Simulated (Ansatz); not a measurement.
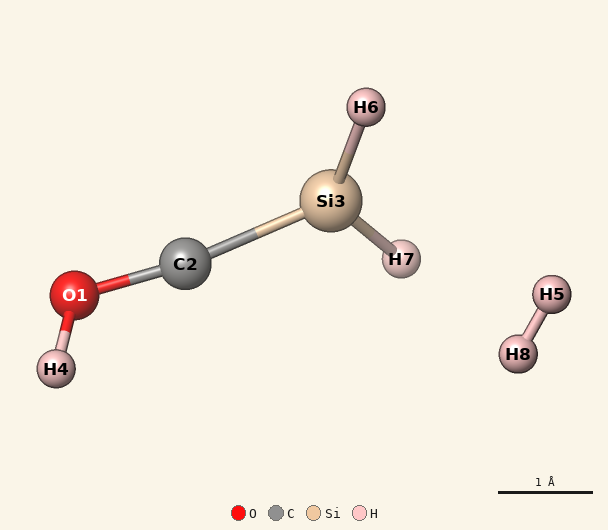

Orthographic view. Distant atoms are faded towards the background colour. State: charge +1, singlet. The computed structure is the end point of a PBE0-D4/def2-TZVP optimisation. No frequency run is at hand to confirm it as a minimum.

Write the connection table.

O1: C2, H4
C2: O1, Si3
Si3: C2, H6, H7
H4: O1
H5: H8
H6: Si3
H7: Si3
H8: H5
